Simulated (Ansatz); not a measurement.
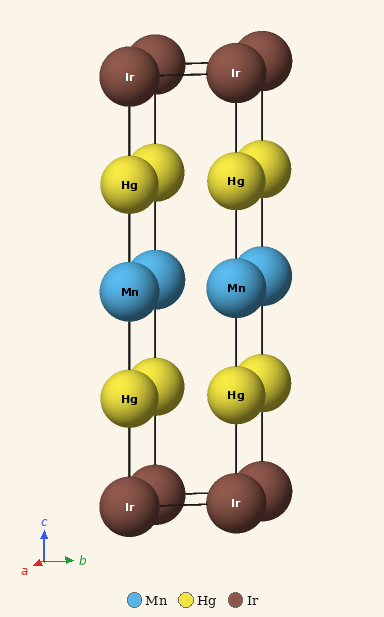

The figure gives a spheres-only picture of the atoms, viewed slightly off an axis. Atoms at the boundary of the simulation cell (the box) are drawn once for each face, edge or corner they touch.

```xyz
4
Lattice="2.8553 0.0000 0.0000 -1.4276 2.4727 0.0000 0.0000 0.0000 11.0906" Properties=species:S:1:pos:R:3 pbc="T T T"
Mn    2.8553    0.0000    5.5453
Hg   -1.4276    2.4727    2.7869
Hg   -1.4276    2.4727    8.3036
Ir   -1.4276    2.4727    0.0000
```

Electronic-structure method: Ansatz 0.2.0, DFT PBE, scalar-relativistic, plane waves, PAW. Parameters: a plane-wave cutoff of 420 eV, k-points on an 18×18×4 grid, Gaussian smearing of 0.1 eV, collinear spins. The state is ferromagnetic.

Q: What does a Bader analysis give?

A: Mn +0.21 e; Hg -0.02 e; Ir -0.17 e. Little charge moves, as in a metallic or covalent solid.

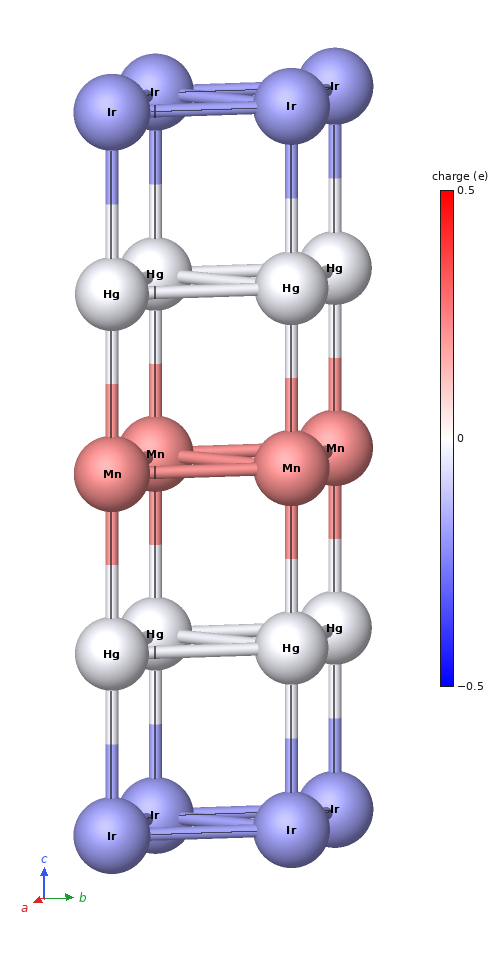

The atoms coloured by those charges.

Source of the structure: a random cell made by a generator, so it need not be a real form of the compound. Earlier steps of the study, as a rule a relaxation of our own, may have changed the cell and positions, so they can lie some per cent off the listed ones. It was run through Ansatz as a DFT input.
